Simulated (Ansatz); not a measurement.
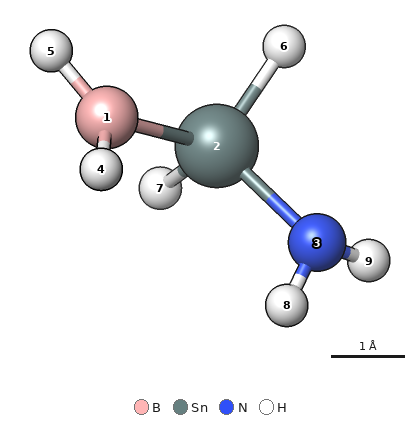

*The input geometry (ball-and-stick view, seen at a tilt; atoms are numbered from 1 in the order of the input). Sticks mark near contacts.*

Bond lengths as drawn: B–H 1.19 Å, B–Sn 2.24 Å, H–N 1.01 Å, H–Sn 1.71 to 1.73 Å and N–Sn 2.04 Å.

Run report: SnBNH₆, molecular dynamics

System: SnBNH₆, SMILES [BH2][SnH2][NH2].
Method: RKS r2SCAN-d3bj/def2-SVP (Ansatz 0.2.0).

The geometry comes from this level: PBE0-D4/def2-TZVP. Figures and captions count atoms from 1; the log counts them from 0 in places.

### What the program printed
```
Warning: the engine holds no damping parameters fitted to this dispersion correction and functional, so the run takes those fitted to r2scan beside the three-body term, which d3bj leaves out (hamiltonian.dispersion, under Limitations)
Functional definition: r2SCAN
  name "r2SCAN"
  cite "Furness, Kaplan, Ning, Perdew & Sun, J. Phys. Chem. Lett. 11, 8208 (2020) doi:10.1021/acs.jpclett.0c02405"
  cite "Furness, Kaplan, Ning, Perdew & Sun, J. Phys. Chem. Lett. 11, 9248 (2020) doi:10.1021/acs.jpclett.0c03077"
  parent r2scan
  parameter k0 = 0.174
  parameter k1 = 0.065
  parameter a1 = 4.9479
  exchange = r2scan_x(k0 = k0, k1 = k1, a1 = a1)
  correlation = r2scan_c
965 factors; their error is unknown
mean field evaluation 1: about -8085.1538 eV, gradient 5.8e1 eV
mean field evaluation 2: about -8024.2063 eV, gradient 1.2e2 eV
mean field evaluation 4: about -8092.2147 eV, gradient 1.2e1 eV
mean field evaluation 8: about -8092.6188 eV, gradient 1.9e-1 eV
mean field evaluation 16: about -8092.5937 eV, gradient 9.7e-5 eV
mean field -8092.59370585 eV, -297.3973333329 hartree, gradient 1.6e-5 eV, S^2 0.000000; 0 other end points of the search recorded, 0 dependent functions left out
the calculation of the forces begins
reference -8092.59371770 eV, -297.3973337683 hartree; 20, 20 occupied and 64, 64 virtual orbitals, 965 factors
md step     0: t =     0.00 fs  T =   700.0 K  F+E_penalty+E_count = -8092.63587332 eV  E_kin = 0.633374 eV  conserved = -8092.00249933 eV  (27 SCF iters)
these checks for a lower state are left out or cut short: starts, cluster_reference, orbital_swaps, neighbouring_geometries, increment
965 factors; their error is unknown
mean field -8092.57871844 eV, -297.3967825556 hartree, gradient 1.1e-5 eV, S^2 0.000000; 0 other end points of the search recorded, 0 dependent functions left out
[... from here on the field's lines of each further geometry are left out, up to the last ...]
md step     1: t =     0.50 fs  T =   683.8 K  F+E_penalty+E_count = -8092.62084613 eV  E_kin = 0.618686 eV  conserved = -8092.00215989 eV  (28 SCF iters)
md step     2: t =     1.00 fs  T =   649.4 K  F+E_penalty+E_count = -8092.58883734 eV  E_kin = 0.587585 eV  conserved = -8092.00125198 eV  (28 SCF iters)
md step     3: t =     1.50 fs  T =   612.4 K  F+E_penalty+E_count = -8092.55434972 eV  E_kin = 0.554103 eV  conserved = -8092.00024630 eV  (28 SCF iters)
md step     4: t =     2.00 fs  T =   589.1 K  F+E_penalty+E_count = -8092.53286671 eV  E_kin = 0.533036 eV  conserved = -8091.99983022 eV  (29 SCF iters)
md step     5: t =     2.50 fs  T =   586.2 K  F+E_penalty+E_count = -8092.53073275 eV  E_kin = 0.530428 eV  conserved = -8092.00030482 eV  (29 SCF iters)
md step     6: t =     3.00 fs  T =   596.3 K  F+E_penalty+E_count = -8092.54080985 eV  E_kin = 0.539533 eV  conserved = -8092.00127719 eV  (28 SCF iters)
md step     7: t =     3.50 fs  T =   603.5 K  F+E_penalty+E_count = -8092.54814479 eV  E_kin = 0.546086 eV  conserved = -8092.00205904 eV  (28 SCF iters)
md step     8: t =     4.00 fs  T =   594.5 K  F+E_penalty+E_count = -8092.54014097 eV  E_kin = 0.537890 eV  conserved = -8092.00225090 eV  (28 SCF iters)
md step     9: t =     4.50 fs  T =   564.8 K  F+E_penalty+E_count = -8092.51289699 eV  E_kin = 0.511002 eV  conserved = -8092.00189465 eV  (28 SCF iters)
md step    10: t =     5.00 fs  T =   519.2 K  F+E_penalty+E_count = -8092.47106420 eV  E_kin = 0.469803 eV  conserved = -8092.00126107 eV  (28 SCF iters)
md step    11: t =     5.50 fs  T =   467.9 K  F+E_penalty+E_count = -8092.42397058 eV  E_kin = 0.423349 eV  conserved = -8092.00062114 eV  (28 SCF iters)
md step    12: t =     6.00 fs  T =   421.4 K  F+E_penalty+E_count = -8092.38141866 eV  E_kin = 0.381268 eV  conserved = -8092.00015050 eV  (29 SCF iters)
md step    13: t =     6.50 fs  T =   387.8 K  F+E_penalty+E_count = -8092.35078170 eV  E_kin = 0.350849 eV  conserved = -8091.99993233 eV  (29 SCF iters)
md step    14: t =     7.00 fs  T =   370.8 K  F+E_penalty+E_count = -8092.33552608 eV  E_kin = 0.335537 eV  conserved = -8091.99998866 eV  (29 SCF iters)
md step    15: t =     7.50 fs  T =   369.6 K  F+E_penalty+E_count = -8092.33476107 eV  E_kin = 0.334457 eV  conserved = -8092.00030371 eV  (29 SCF iters)
md step    16: t =     8.00 fs  T =   378.7 K  F+E_penalty+E_count = -8092.34349691 eV  E_kin = 0.342672 eV  conserved = -8092.00082457 eV  (28 SCF iters)
md step    17: t =     8.50 fs  T =   389.2 K  F+E_penalty+E_count = -8092.35359631 eV  E_kin = 0.352156 eV  conserved = -8092.00144020 eV  (28 SCF iters)
md step    18: t =     9.00 fs  T =   390.9 K  F+E_penalty+E_count = -8092.35568714 eV  E_kin = 0.353730 eV  conserved = -8092.00195753 eV  (28 SCF iters)
md step    19: t =     9.50 fs  T =   376.0 K  F+E_penalty+E_count = -8092.34231068 eV  E_kin = 0.340197 eV  conserved = -8092.00211347 eV  (28 SCF iters)
the calculation of the forces begins
reference -8092.27070191 eV, -297.3854631571 hartree; 20, 20 occupied and 64, 64 virtual orbitals, 965 factors
965 factors; their error is unknown
mean field evaluation 192: about -8092.2707 eV, gradient 1.0e-2 eV
mean field -8092.27069009 eV, -297.3854627229 hartree, gradient 1.3e-5 eV, S^2 0.000000; 1 other end points of the search recorded, 0 dependent functions left out
the calculation of the forces begins
reference -8092.27070191 eV, -297.3854631571 hartree; 20, 20 occupied and 64, 64 virtual orbitals, 965 factors
md step    20: t =    10.00 fs  T =   342.9 K  F+E_penalty+E_count = -8092.31194944 eV  E_kin = 0.310261 eV  conserved = -8092.00168844 eV  (28 SCF iters)
```

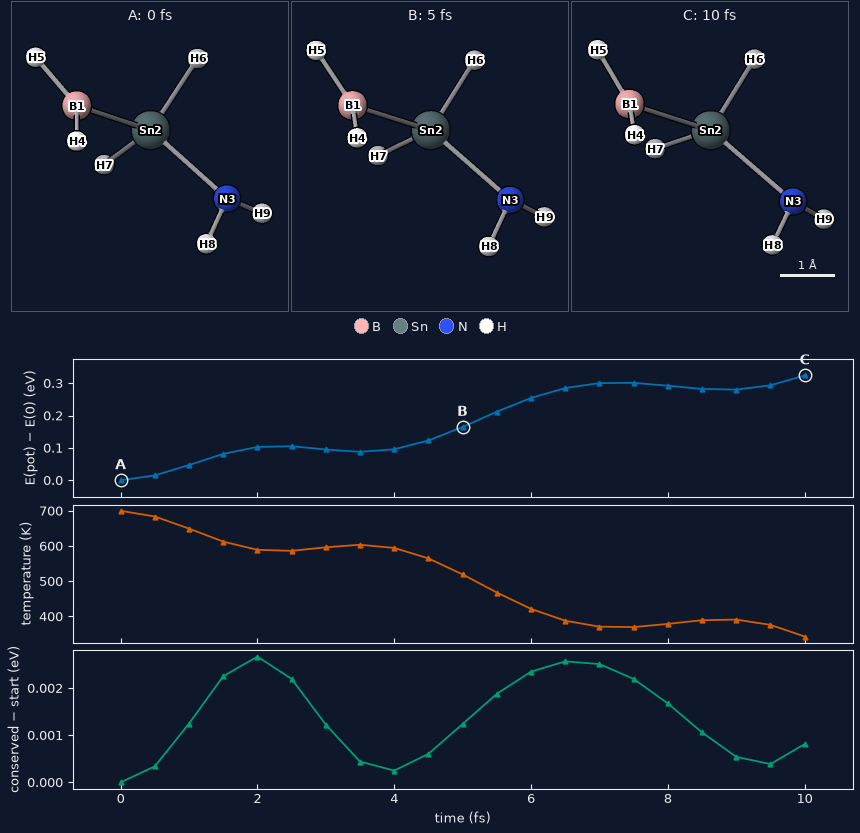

*Frames of the molecular dynamics (ball-and-stick, seen at a tilt) above the curves, on which the letters mark them.*

The trajectory kept here has 21 frames over 10 fs. The temperature starts at 700 K, ranges from 343 to 700 K and averages 401 K over the second half. The potential energy ends 0.324 eV above its first value. The conserved quantity stays within 0.0027 eV. After an unweighted best fit of the last frame on the first, the root-mean-square displacement is 0.15 Å, and H7 has moved furthest (0.26 Å).

```
Total energy: -8092.31196126 eV, -297.3869794101 hartree
Atom 0 at    -1.145628     0.627414    -1.458735 Å, force    -0.115155     0.186877     1.725959 eV/Å
Atom 1 at     0.609137     0.349523    -0.005694 Å, force     0.378906    -0.058715    -0.106785 eV/Å
Atom 2 at     0.199331    -0.966264     1.626284 Å, force     0.228177     1.678517    -0.625143 eV/Å
Atom 3 at    -2.129018    -0.031525    -1.284418 Å, force    -0.092995    -0.440636    -0.344126 eV/Å
Atom 4 at    -1.261141     1.617115    -2.099734 Å, force     0.283451     0.252089    -0.628448 eV/Å
Atom 5 at     1.297314     1.780772     0.717086 Å, force    -0.442497    -0.192389     0.064244 eV/Å
Atom 6 at     1.973017     0.076716    -1.106003 Å, force    -0.168657    -0.408467     0.301947 eV/Å
Atom 7 at    -0.163254    -1.831898     1.294976 Å, force    -0.505972    -1.091706    -0.490173 eV/Å
Atom 8 at     1.015908    -1.204642     2.176772 Å, force     0.434742     0.074429     0.102524 eV/Å
Dipole moment:    -0.038571    -0.216959    -0.161753 e Å
```

### Trajectory as extended XYZ (Å, eV, eV/Å), 11 of the 21 frames kept, from step=0 to step=20
```
9
Properties=species:S:1:pos:R:3:forces:R:3 step=0 time_fs=0.0 energy=-8092.63587 temperature=700.0
B    -1.1731    0.5834   -1.3299    0.2114  -0.0033   0.1583
Sn    0.6203    0.3525   -0.0049   -0.0003   0.1288  -0.2207
N     0.1424   -0.9241    1.5128   -0.2638   0.1803   0.1889
H    -2.0921   -0.1754   -1.2546   -0.2310  -0.1996   0.0238
H    -1.2237    1.4574   -2.1420   -0.0105   0.2226  -0.2091
H     1.1072    1.7875    0.7880    0.0197   0.0833   0.0399
H     1.9767   -0.2037   -0.9147    0.1138  -0.0126  -0.0947
H    -0.1816   -1.8245    1.1820   -0.1033  -0.3156  -0.1069
H     0.9123   -1.0995    2.1463    0.2639  -0.0839   0.2206
9
Properties=species:S:1:pos:R:3:forces:R:3 step=2 time_fs=1.0 energy=-8092.58884 temperature=649.4
B    -1.1688    0.5859   -1.3449    0.0366   0.2065   0.1983
Sn    0.6191    0.3523   -0.0048    0.0766  -0.1063  -0.3117
N     0.1480   -0.9307    1.5244    0.0899   1.8889   0.3313
H    -2.1041   -0.1585   -1.2478   -0.1127  -0.1578  -0.0494
H    -1.2353    1.4901   -2.1391    0.0474  -0.0239  -0.0731
H     1.1293    1.7759    0.7722    0.0150   0.2040   0.1254
H     1.9864   -0.1707   -0.9437   -0.0142  -0.0315   0.0164
H    -0.1695   -1.7982    1.2047   -0.7496  -1.8999  -0.7238
H     0.9139   -1.1121    2.1465    0.6109  -0.0799   0.4866
9
Properties=species:S:1:pos:R:3:forces:R:3 step=4 time_fs=2.0 energy=-8092.53287 temperature=589.1
B    -1.1645    0.5886   -1.3596   -0.1855   0.3983   0.2432
Sn    0.6179    0.3522   -0.0048    0.1696  -0.3014  -0.4092
N     0.1536   -0.9360    1.5362    0.3512   2.6917   0.3979
H    -2.1171   -0.1431   -1.2416    0.0481  -0.0855  -0.1285
H    -1.2465    1.5226   -2.1368    0.1101  -0.2841   0.0608
H     1.1516    1.7663    0.7576    0.0053   0.2982   0.1960
H     1.9960   -0.1380   -0.9724   -0.1395  -0.0529   0.1258
H    -0.1644   -1.7896    1.2207   -1.0593  -2.6132  -1.0118
H     0.9211   -1.1255    2.1512    0.7001  -0.0512   0.5257
9
Properties=species:S:1:pos:R:3:forces:R:3 step=6 time_fs=3.0 energy=-8092.54081 temperature=596.3
B    -1.1603    0.5916   -1.3742   -0.4110   0.5478   0.3270
Sn    0.6167    0.3519   -0.0047    0.2712  -0.4357  -0.5011
N     0.1594   -0.9395    1.5483    0.2727   1.9175   0.1638
H    -2.1296   -0.1285   -1.2366    0.2149  -0.0121  -0.2080
H    -1.2566    1.5524   -2.1340    0.1719  -0.5044   0.1530
H     1.1739    1.7595    0.7448   -0.0156   0.3514   0.2436
H     2.0043   -0.1058   -1.0000   -0.2481  -0.0792   0.2230
H    -0.1690   -1.8050    1.2274   -0.7466  -1.7911  -0.7129
H     0.9348   -1.1394    2.1607    0.4905   0.0058   0.3116
9
Properties=species:S:1:pos:R:3:forces:R:3 step=8 time_fs=4.0 energy=-8092.54014 temperature=594.5
B    -1.1565    0.5951   -1.3885   -0.5974   0.6417   0.4623
Sn    0.6155    0.3517   -0.0047    0.3709  -0.5017  -0.5705
N     0.1654   -0.9417    1.5605    0.0158   0.3389  -0.2038
H    -2.1401   -0.1141   -1.2336    0.3525   0.0374  -0.2806
H    -1.2651    1.5774   -2.1297    0.2268  -0.6467   0.1827
H     1.1961    1.7560    0.7344   -0.0522   0.3548   0.2642
H     2.0102   -0.0744   -1.0255   -0.3308  -0.1118   0.3021
H    -0.1806   -1.8370    1.2275   -0.0892  -0.1935  -0.1118
H     0.9532   -1.1531    2.1732    0.1036   0.0808  -0.0446
9
Properties=species:S:1:pos:R:3:forces:R:3 step=10 time_fs=5.0 energy=-8092.47106 temperature=519.2
B    -1.1532    0.5992   -1.4023   -0.7129   0.6744   0.6466
Sn    0.6143    0.3514   -0.0048    0.4565  -0.5035  -0.6016
N     0.1714   -0.9437    1.5726   -0.1714  -0.9826  -0.4796
H    -2.1473   -0.0993   -1.2332    0.4347   0.0475  -0.3391
H    -1.2714    1.5963   -2.1238    0.2697  -0.6898   0.1437
H     1.2178    1.7559    0.7264   -0.1058   0.3087   0.2584
H     2.0130   -0.0441   -1.0481   -0.3828  -0.1509   0.3603
H    -0.1931   -1.8712    1.2264    0.4888   1.1419   0.3951
H     0.9725   -1.1662    2.1852   -0.2767   0.1543  -0.3838
9
Properties=species:S:1:pos:R:3:forces:R:3 step=12 time_fs=6.0 energy=-8092.38142 temperature=421.4
B    -1.1506    0.6039   -1.4156   -0.7394   0.6448   0.8692
Sn    0.6132    0.3511   -0.0049    0.5171  -0.4527  -0.5847
N     0.1773   -0.9463    1.5844   -0.2484  -1.6654  -0.6484
H    -2.1503   -0.0841   -1.2361    0.4464   0.0118  -0.3780
H    -1.2751    1.6086   -2.1165    0.2973  -0.6265   0.0401
H     1.2384    1.7588    0.7210   -0.1734   0.2230   0.2312
H     2.0121   -0.0152   -1.0672   -0.4022  -0.1961   0.3960
H    -0.2010   -1.8947    1.2290    0.8148   1.8551   0.6667
H     0.9893   -1.1777    2.1936   -0.5122   0.2061  -0.5921
9
Properties=species:S:1:pos:R:3:forces:R:3 step=14 time_fs=7.0 energy=-8092.33553 temperature=370.8
B    -1.1486    0.6091   -1.4281   -0.6727   0.5578   1.1143
Sn    0.6121    0.3507   -0.0050    0.5436  -0.3659  -0.5180
N     0.1830   -0.9501    1.5957   -0.2649  -1.7184  -0.7702
H    -2.1491   -0.0688   -1.2426    0.3839  -0.0681  -0.3950
H    -1.2760    1.6151   -2.1088    0.3086  -0.4636  -0.1162
H     1.2574    1.7637    0.7177   -0.2486   0.1137   0.1901
H     2.0074    0.0119   -1.0826   -0.3886  -0.2464   0.4083
H    -0.2013   -1.9009    1.2378    0.8771   1.9685   0.7087
H     1.0012   -1.1873    2.1965   -0.5384   0.2226  -0.6219
9
Properties=species:S:1:pos:R:3:forces:R:3 step=16 time_fs=8.0 energy=-8092.34350 temperature=378.7
B    -1.1472    0.6149   -1.4396   -0.5244   0.4294   1.3599
Sn    0.6111    0.3504   -0.0052    0.5300  -0.2611  -0.4076
N     0.1886   -0.9550    1.6064   -0.2284  -1.1641  -0.8498
H    -2.1443   -0.0542   -1.2529    0.2559  -0.1832  -0.3911
H    -1.2739    1.6171   -2.1023    0.3060  -0.2266  -0.3039
H     1.2740    1.7697    0.7163   -0.3235  -0.0017   0.1436
H     1.9989    0.0365   -1.0941   -0.3432  -0.3002   0.3966
H    -0.1934   -1.8886    1.2533    0.6749   1.5076   0.5286
H     1.0082   -1.1948    2.1936   -0.3472   0.1998  -0.4763
9
Properties=species:S:1:pos:R:3:forces:R:3 step=18 time_fs=9.0 energy=-8092.35569 temperature=390.9
B    -1.1463    0.6210   -1.4499   -0.3234   0.2912   1.5759
Sn    0.6101    0.3499   -0.0055    0.4741  -0.1544  -0.2654
N     0.1940   -0.9606    1.6166   -0.0785   0.0242  -0.8189
H    -2.1371   -0.0414   -1.2669    0.0846  -0.3160  -0.3712
H    -1.2689    1.6169   -2.0987    0.2950   0.0352  -0.4892
H     1.2875    1.7758    0.7162   -0.3902  -0.1077   0.0996
H     1.9873    0.0583   -1.1018   -0.2685  -0.3551   0.3609
H    -0.1792   -1.8622    1.2737    0.1907   0.4382   0.1102
H     1.0120   -1.2004    2.1861    0.0163   0.1443  -0.2019
9
Properties=species:S:1:pos:R:3:forces:R:3 step=20 time_fs=10.0 energy=-8092.31195 temperature=342.9
B    -1.1456    0.6274   -1.4587   -0.1152   0.1869   1.7260
Sn    0.6091    0.3495   -0.0057    0.3789  -0.0587  -0.1068
N     0.1993   -0.9663    1.6263    0.2282   1.6785  -0.6251
H    -2.1290   -0.0315   -1.2844   -0.0930  -0.4406  -0.3441
H    -1.2611    1.6171   -2.0997    0.2835   0.2521  -0.6284
H     1.2973    1.7808    0.7171   -0.4425  -0.1924   0.0642
H     1.9730    0.0767   -1.1060   -0.1687  -0.4085   0.3019
H    -0.1633   -1.8319    1.2950   -0.5060  -1.0917  -0.4902
H     1.0159   -1.2046    2.1768    0.4347   0.0744   0.1025
```

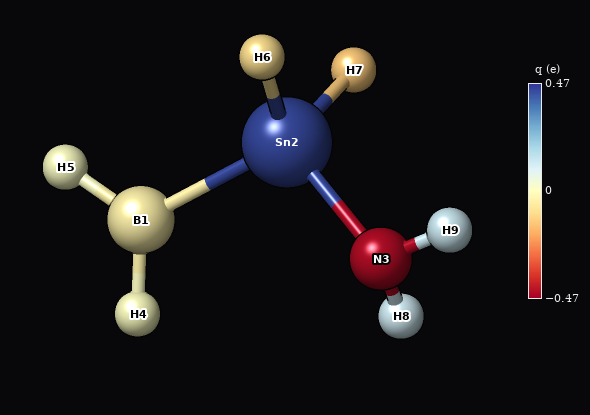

*Mulliken charges, as the colour of each atom (ball-and-stick view, seen at a tilt; atoms are numbered from 1 in the order of the input).*

By element: B −0.04, Sn +0.44, N −0.44 and H −0.13 to +0.13 e.

This output came from the following input.

### Input
```yaml
crystal:
  periodic: [false, false, false]
  atoms:
    - {symbol: B, position_ang: [-1.173105, 0.583400, -1.329898]}
    - {symbol: Sn, position_ang: [0.620339, 0.352507, -0.004934]}
    - {symbol: N, position_ang: [0.142444, -0.924142, 1.512760]}
    - {symbol: H, position_ang: [-2.092131, -0.175388, -1.254560]}
    - {symbol: H, position_ang: [-1.223724, 1.457388, -2.142030]}
    - {symbol: H, position_ang: [1.107162, 1.787512, 0.787993]}
    - {symbol: H, position_ang: [1.976704, -0.203720, -0.914729]}
    - {symbol: H, position_ang: [-0.181626, -1.824475, 1.181982]}
    - {symbol: H, position_ang: [0.912336, -1.099481, 2.146314]}
basis:
  gaussian: {orbitals: def2-SVP}
hamiltonian: {xc: {name: r2SCAN}, dispersion: d3bj}
md: {timestep: 0.5 fs, n_steps: 20, ensemble: nve, temperature: 700, initial_velocities: maxwell_boltzmann, seed: 424}
```

Command:
```bash
ansatz run in.yaml --threads 2 --pin off --events-out ev --progress --plain --max-ram 4352MiB
```

### Key numbers

| quantity | value |
| --- | --- |
| outcome | finished |
| mean temperature over the second half | 401 K |
| trajectory | 20 steps, 10 fs |
| ensemble | nve |
| temperature in the input | 700 K |
| time step | 0.5 fs |
| potential energy (last step) | −8092.3120 eV |
| mean-field energy (last step) | −8092.2707 eV |
| dispersion energy (last step) | −0.0413 eV |
| SCF solution under orbital rotations (last step) | stable |
| largest force (length of the vector) (last step) | 1.806 eV/Å |
| dipole moment (last step) | 1.31 D |
| hardware | 2 threads of Arm Neoverse V1, 23 GiB of memory available, shared host |
| wall time | 52 s (CPU time 1.7 min) |
| peak memory | 0.13 GiB |

### Notes

The program warns: the dispersion correction has no parameters fitted for this combination and takes those fitted for r2SCAN with other terms. So short a trajectory is not equilibrated.
